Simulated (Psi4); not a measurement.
# OMP3/DZVP run of BH3Cl− (SMILES [H][B-]([H])([H])Cl)

What is the vertical electron affinity of BH3Cl− at OMP3/DZVP? 

Program for the calculation: Psi4 1.11.

### 1 Starting point

BH3Cl−: 5 atoms, total charge -1, spin state singlet. SMILES: `[H][B-]([H])([H])Cl`. The coordinates come from a GFN2-xTB (4 decimals) relaxation.

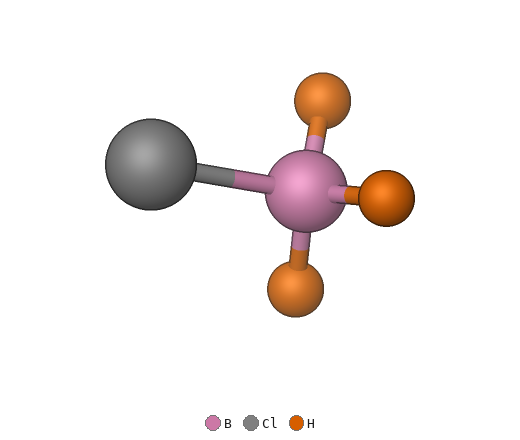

The structure, seen from a chosen angle (boron pink, chlorine grey, hydrogen orange).

### 2 The charge distribution at OMP3/DZVP

Contents of bclh3.sdf:

```

     RDKit          3D

  5  4  0  0  0  0  0  0  0  0999 V2000
   -0.0013    0.0016   -0.1670 B   0  0  0  0  0  0  0  0  0  0  0  0
    0.0136   -0.0211    1.7073 Cl  0  0  0  0  0  0  0  0  0  0  0  0
    1.1523    0.0114   -0.5222 H   0  0  0  0  0  0  0  0  0  0  0  0
   -0.5866    1.0057   -0.4970 H   0  0  0  0  0  0  0  0  0  0  0  0
   -0.5780   -0.9976   -0.5211 H   0  0  0  0  0  0  0  0  0  0  0  0
  2  1  1  0
  3  1  1  0
  4  1  1  0
  5  1  1  0
M  CHG  1   1  -1
M  END
$$$$
```

Contents of run.py:

```python
import psi4
from rdkit import Chem

psi4.set_memory(1600000000)
psi4.set_num_threads(1)
psi4.set_output_file('psi4.out', False)

rd = Chem.SDMolSupplier('bclh3.sdf', removeHs=False, sanitize=False)[0]
xyz = rd.GetConformer().GetPositions()
atoms = '\n'.join(f'{a.GetSymbol()} {x:.4f} {y:.4f} {z:.4f}' for a, (x, y, z) in zip(rd.GetAtoms(), xyz))
m = psi4.geometry('-1 1\n' + atoms + '')

options = {'scf_type': 'direct', 'mp_type': 'conv'}
psi4.set_options(options)

e, wfn = psi4.energy('omp3/DZVP', molecule=m, return_wfn=True)
psi4.oeprop(wfn, 'MAYER_INDICES', 'ESP_AT_NUCLEI', 'MBIS_CHARGES', 'QUADRUPOLE', title='OMP3')
print(f'omp3/DZVP energy: {e:.10f} Eh')
```

Run with:

```
$ python run.py
```

psi4.out:

```text
[...]
  Running in c1 symmetry.
[...]
  Nuclear repulsion =   42.140360188346421
[...]
  Multiplicity = 1
[...]
  Nalpha       = 13
  Nbeta        = 13
[...]
    Number of basis functions: 38
[...]
   @DF-RHF iter   1:  -485.85529730729672   -6.05123e-01   6.24233e-03 ADIIS/DIIS
[...]
   @RHF iter  15:  -485.90073006812804   -8.52651e-13   3.40893e-09 DIIS
[...]
    Orbital Energies [Eh]
    ---------------------
    Doubly Occupied:
       1A   -104.582327     2A    -10.293345     3A     -7.772853
       4A     -7.770972     5A     -7.770972     6A     -7.354434
       7A     -0.839426     8A     -0.472046     9A     -0.279101
      10A     -0.278908    11A     -0.255580    12A     -0.179136
      13A     -0.178997
[...]
  @RHF Final Energy:  -485.90073006812804
   => Energetics <=
    Nuclear Repulsion Energy =             42.1403601883464205
    One-Electron Energy =                -760.0259857317578280
    Two-Electron Energy =                 231.9848954752833379
    Total Energy =                       -485.9007300681280412
[...]
	SCS-MP2 Total Energy (a.u.)        :  -486.13091679978106
	SOS-MP2 Total Energy (a.u.)        :  -486.13018245883893
[...]
	MP3 Total Energy (a.u.)            :  -486.15796284993570
[...]
	SCS-OMP3 Total Energy (a.u.)       :  -486.13811898385484
	SOS-OMP3 Total Energy (a.u.)       :  -486.13724691637066
[...]
	OMP3 Total Energy (a.u.)           :  -486.15796284993570
[...]
 Multipole Moments:
 ------------------------------------------------------------------------------------
     Multipole            Electronic (a.u.)      Nuclear  (a.u.)        Total (a.u.)
 ------------------------------------------------------------------------------------
 L = 1.  Multiply by 2.5417464519 to convert [e a0] to [Debye]
 Dipole X            :          0.0403190           -0.0313821            0.0089369
 Dipole Y            :         -0.0639300            0.0495571           -0.0143730
 Dipole Z            :          5.0183995           -3.9316818            1.0867177
 Magnitude           :                                                    1.0868495
 L = 2.  Multiply by 1.3450342976 to convert [e a0^2] to [Debye ang]
 Quadrupole XX       :        -26.6370356            7.1683345          -19.4687012
 Quadrupole XY       :          0.0104966           -0.0081665            0.0023301
[...]
```

On the terminal:

```text
omp3/DZVP energy: -486.1579628499 Eh
```

Wall time 4.5 s (1 thread of AMD EPYC 9R45 (Zen 5), shared host); peak memory 0.25 GiB.

Atomic charges (e):

```
atom    MBIS
  B1  +0.211
 Cl2  -0.545
  H3  -0.222
  H4  -0.222
  H5  -0.222
```

### 3 Doublet [BH3Cl]2−, same level

Contents of calc.inp:

```
memory 1600 MB

molecule geom {
  -2 2
  B
  Cl 1 r2
  H 1 r3 2 a3
  H 1 r4 3 a4 2 d4
  H 1 r5 3 a5 4 d5

  r2 = 1.874537
  r3 = 1.207075
  a3 = 106.66473
  r4 = 1.208179
  a4 = 112.08203
  d4 = 116.40969
  r5 = 1.206801
  a5 = 112.15052
  d5 = 127.13969
}

set reference uhf
set scf_type direct
set mp_type conv

e, wfn = energy("omp3/DZVP", return_wfn=True)
oeprop(wfn, "MAYER_INDICES", "ESP_AT_NUCLEI", "MBIS_CHARGES", "QUADRUPOLE", title="OMP3")
```

Run with:

```
$ psi4 -n 1 calc.inp calc.out
```

calc.out:

```text
[...]
  Running in c1 symmetry.
[...]
  Nuclear repulsion =   42.139727934941362
[...]
  Multiplicity = 2
[...]
  Nalpha       = 14
  Nbeta        = 13
[...]
    Number of basis functions: 38
[...]
   @DF-UHF iter   1:  -485.35923456318721   -1.09100e-01   1.17331e-02 DIIS/ADIIS
[...]
   @UHF iter  21:  -485.54894242011397   -9.09495e-13   6.16512e-09 DIIS
[...]
   @S^2 Observed:                7.528472853E-01
[...]
    Orbital Energies [Eh]
    ---------------------
    Alpha Occupied:
       1A   -104.391339     2A    -10.102612     3A     -7.580521
       4A     -7.578560     5A     -7.578560     6A     -7.149903
       7A     -0.653253     8A     -0.268512     9A     -0.081647
      10A     -0.081496    11A     -0.061491    12A      0.020430
      13A      0.020589    14A      0.345248
    Alpha Virtual:
      15A      0.569580    16A      0.569675    17A      0.723471
      18A      0.836900    19A      0.860290    20A      0.872539
      21A      0.872946    22A      0.971459    23A      0.971483
      24A      0.987671    25A      1.304596    26A      1.304639
[...]
  @UHF Final Energy:  -485.54894242011397
   => Energetics <=
    Nuclear Repulsion Energy =             42.1397279349413623
    One-Electron Energy =                -764.7958023527337446
    Two-Electron Energy =                 237.1071319976784366
    Total Energy =                       -485.5489424201139741
  UHF NO Occupations:
  HONO-2 :   12  A 1.9998690
  HONO-1 :   13  A 1.9989968
[...]
	SCS-MP2 Total Energy (a.u.)        :  -485.78771405039339
	SOS-MP2 Total Energy (a.u.)        :  -485.78553870628087
[...]
	MP3 Total Energy (a.u.)            :  -485.81696623402888
[...]
	SCS-OMP3 Total Energy (a.u.)       :  -485.79522320479686
	SOS-OMP3 Total Energy (a.u.)       :  -485.79270246053790
[...]
	OMP3 Total Energy (a.u.)           :  -485.81696623402888
[...]
 Multipole Moments:
 ------------------------------------------------------------------------------------
     Multipole            Electronic (a.u.)      Nuclear  (a.u.)        Total (a.u.)
 ------------------------------------------------------------------------------------
 L = 1.  Multiply by 2.5417464519 to convert [e a0] to [Debye]
 Dipole X            :          0.0030035           -0.0018228            0.0011807
 Dipole Y            :          0.0004727           -0.0002018            0.0002709
 Dipole Z            :          7.6373203           -3.9321733            3.7051469
 Magnitude           :                                                    3.7051471
 L = 2.  Multiply by 1.3450342976 to convert [e a0^2] to [Debye ang]
 Quadrupole XX       :        -31.7741906            7.1667489          -24.6074417
 Quadrupole XY       :         -0.0033656            0.0013926           -0.0019731
[...]
```

Wall time 7.2 s (1 thread of AMD EPYC 9R45 (Zen 5), shared host); peak memory 0.22 GiB.

Atomic charges (e):

```
atom    MBIS
  B1  -1.346
 Cl2  -0.588
  H3  -0.022
  H4  -0.022
  H5  -0.022
```

### 4 Summary of results

Level: OMP3/DZVP.

```
                                                                     quantity          value
                                                 singlet BH3Cl−: total energy  -486.15796 Eh
                          singlet BH3Cl−: HOMO energy (Hartree–Fock orbitals)       -4.87 eV
                          singlet BH3Cl−: LUMO energy (Hartree–Fock orbitals)        9.74 eV
        singlet BH3Cl−: HOMO–LUMO gap (to an unbound level, set by the basis)       14.61 eV
                                           singlet BH3Cl−: correlation energy     -257.2 mEh
                                              doublet [BH3Cl]2−: total energy  -485.81697 Eh
doublet [BH3Cl]2−: HOMO energy (Hartree–Fock orbitals) (highest over α and β)        9.39 eV
 doublet [BH3Cl]2−: LUMO energy (Hartree–Fock orbitals) (lowest over α and β)       15.45 eV
                                        doublet [BH3Cl]2−: correlation energy     -268.0 mEh
                         doublet [BH3Cl]2−: ⟨S²⟩ of the reference determinant          0.753
                          vertical electron affinity (to the doublet dianion)      -9.279 eV
```

What this shows: The dianion lies 9.28 eV (214 kcal/mol) above the anion: the electron isn't bound at this level, and such a value depends on the basis. Without diffuse functions anions come out too high. The HOMO (doublet [BH3Cl]2−) lies at positive energy, 9.39 eV: the electron is unbound at this level or held by a compact basis; values depend on the basis.
